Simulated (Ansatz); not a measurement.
**PBE0/def2-TZVPPD run of BCl (SMILES [B]Cl)**

Aim: the vertical ionisation energy of BCl at PBE0/def2-TZVPPD, from 2 runs. 

The results are computed with Ansatz 0.2.0.

40 further runs of the same task are left out: 40 set aside as unsound or not needed.

**1. The structure to begin with**

BCl: 2 atoms, total charge 0, spin state singlet. SMILES: `[B]Cl`. The shape is that of a PBE0-D4/def2-TZVP optimisation.

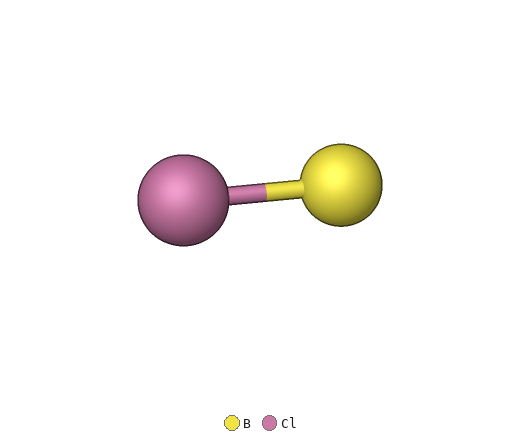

Viewed from a chosen angle; boron yellow, chlorine pink.

**2. A single-point energy at PBE0/def2-TZVPPD**

molecule.yaml

```yaml
crystal:
  periodic: [false, false, false]
  atoms:
    - {symbol: B, position_ang: [-0.000000, -0.000000, -0.069660]}
    - {symbol: Cl, position_ang: [0.000000, 0.000000, 1.648190]}
basis:
  gaussian:
    orbitals: def2-TZVPPD.json
hamiltonian:
  xc: {name: PBE0}
accuracy: high
output: {orbitals: {seedname: orbitals}}
```

The basis set def2-TZVPPD is read from a file made from the Basis Set Exchange's data (not shown).

Started as:

```sh
$ ansatz run molecule.yaml --threads 1 --pin off --max-ram 3480MiB --events-out events.jsonl --progress --plain --runs-dir runs
```

Standard output:

```text
Warning: RAYON_NUM_THREADS=1 ignored (pool sized by the plan → 1); use --threads N
Functional definition: PBE0
  name "PBE0"
  parameter a = 0.25
  parameter kappa = 0.804
  parameter beta = 0.06672455060314922
  exchange = (1 - a)*pbe_x(kappa = kappa, mu = beta*pi^2/3) + a*exact_x
  correlation = pbe_c(beta = beta)
1174 factors; integrals over basis functions are off by at most 3.0e-9 eV
mean field evaluation 1: about -13192.1564 eV, gradient 9.9e0 eV
mean field evaluation 2: about -13192.2272 eV, gradient 8.7e0 eV
mean field evaluation 4: about -13192.4034 eV, gradient 5.3e-1 eV
mean field evaluation 8: about -13192.4038 eV, gradient 2.6e-2 eV
mean field evaluation 16: about -13192.4038 eV, gradient 1.8e-7 eV
mean field -13192.40375668 eV, -484.8118959255 hartree, gradient 2.2e-8 eV, S^2 0.000000; 0 other end points of the search recorded, 0 dependent functions left out
reference -13192.40375936 eV, -484.8118960242 hartree; 11, 11 occupied and 77, 77 virtual orbitals, 1174 factors
Total energy: -13192.40375936 eV, -484.8118960242 hartree
```

Wall time 2.6 s (1 thread of Arm Neoverse V1, shared host); peak memory 0.16 GiB.

**3. The doublet cation**

job.yaml

```yaml
crystal:
  periodic: [false, false, false]
  atoms:
    - symbol: B
      position_ang: [-0.000000, -0.000000, -0.069660]
    - symbol: Cl
      position_ang: [0.000000, 0.000000, 1.648190]
basis:
  gaussian:
    orbitals: def2-TZVPPD.json
magnetization:
  spin_polarized: true
  initial_magnetization: 1
accuracy: high
output: {orbitals: {seedname: orbitals}}
hamiltonian:
  xc: {name: PBE0}
total_charge: 1
```

The basis set def2-TZVPPD is read from a file made from the Basis Set Exchange's data (not shown).

Started as:

```sh
$ ansatz run job.yaml --threads 1 --pin off --max-ram 3480MiB --events-out events.jsonl --progress --plain --runs-dir runs
```

Standard output:

```text
Warning: RAYON_NUM_THREADS=1 ignored (pool sized by the plan → 1); use --threads N
[... 7 set-up lines as earlier in the session ...]
1174 factors; integrals over basis functions are off by at most 3.0e-9 eV
mean field evaluation 1: about -13178.6923 eV, gradient 2.6e1 eV
mean field evaluation 2: about -13163.2686 eV, gradient 6.1e1 eV
mean field evaluation 4: about -13182.3434 eV, gradient 3.0e0 eV
mean field evaluation 8: about -13182.4742 eV, gradient 1.4e-1 eV
mean field evaluation 16: about -13182.4744 eV, gradient 1.4e-4 eV
mean field -13182.47443121 eV, -484.4469999447 hartree, gradient 3.5e-8 eV, S^2 0.758699; 0 other end points of the search recorded, 0 dependent functions left out
reference -13182.47443494 eV, -484.4470000821 hartree; 11, 10 occupied and 77, 78 virtual orbitals, 1174 factors
Total energy: -13182.47443494 eV, -484.4470000821 hartree
```

Wall time 5.4 s (1 thread of Arm Neoverse V1, shared host); peak memory 0.21 GiB.

**4. Results**

At PBE0/def2-TZVPPD:

| quantity | value |
| --- | --- |
| singlet BCl: total energy | -484.81190 Eh |
| singlet BCl: HOMO energy | -7.48 eV |
| singlet BCl: LUMO energy | -1.94 eV |
| singlet BCl: HOMO–LUMO gap | 5.54 eV |
| doublet cation: total energy | -484.44700 Eh |
| doublet cation: HOMO energy (highest over α and β) | -17.75 eV |
| doublet cation: LUMO energy (lowest over α and β) | -12.11 eV |
| doublet cation: ⟨S²⟩ | 0.759 |
| vertical ionisation energy (to the doublet cation) | 9.929 eV |

In words: The vertical ionisation energy comes to 9.93 eV (958 kJ/mol). The negative HOMO energy of the first species, 7.48 eV, lies 2.45 eV below that difference.
